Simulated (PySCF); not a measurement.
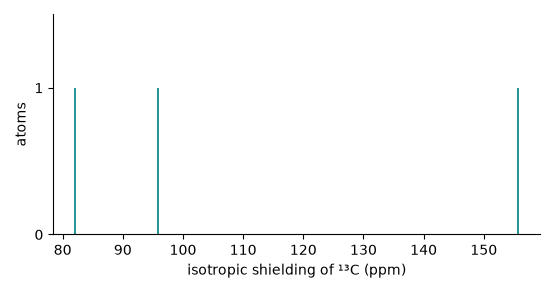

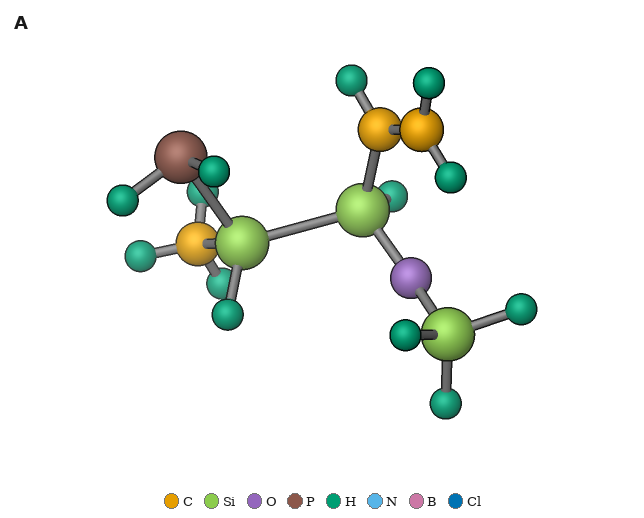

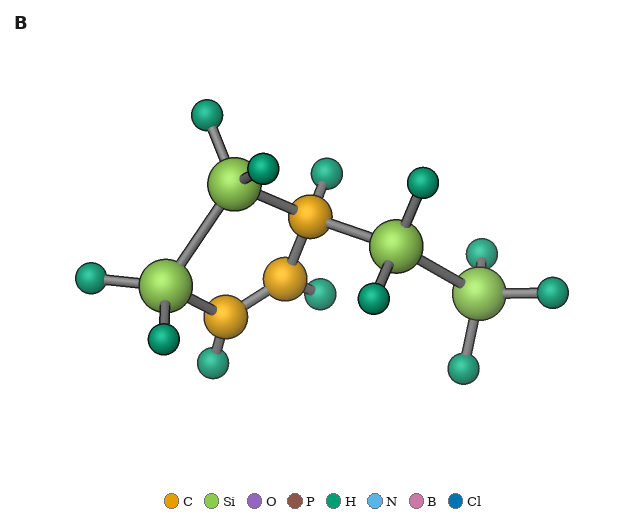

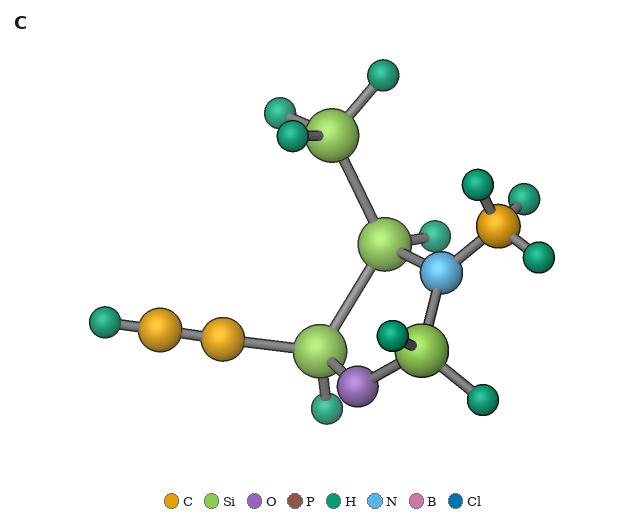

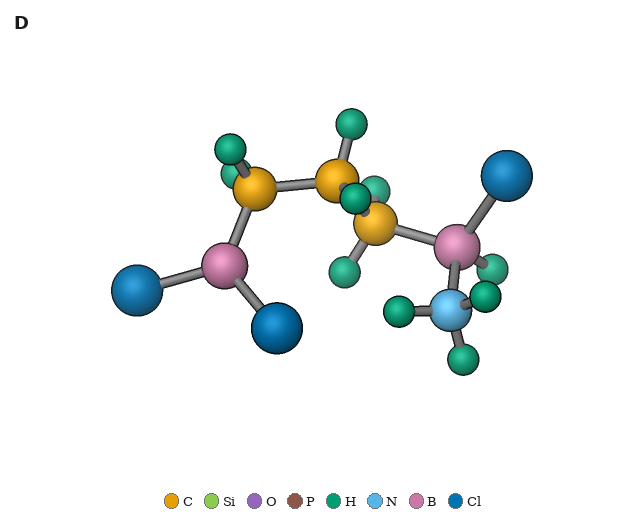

The sticks are computed shieldings of one of the molecules, for one fixed geometry (GFN2-xTB) without averaging over rotations. Low shielding means a high chemical shift. Method: GIAO PBE0/pcSseg-1 NMR shielding, non-relativistic, gas phase (PySCF 2.14.0).

### Which molecule gives this pattern?

C, `C#C[Si@@H]1O[SiH2]N(C)[Si@@H]1[SiH3]`. Its 3 C atoms give lines at 82.1, 95.9, 155.7 ppm.

The geometry is semi-empirical. Around B, P, Si such bond lengths and angles can be off by a tenth of an ångström or more and by several degrees, and values that hang on the shape move with them.
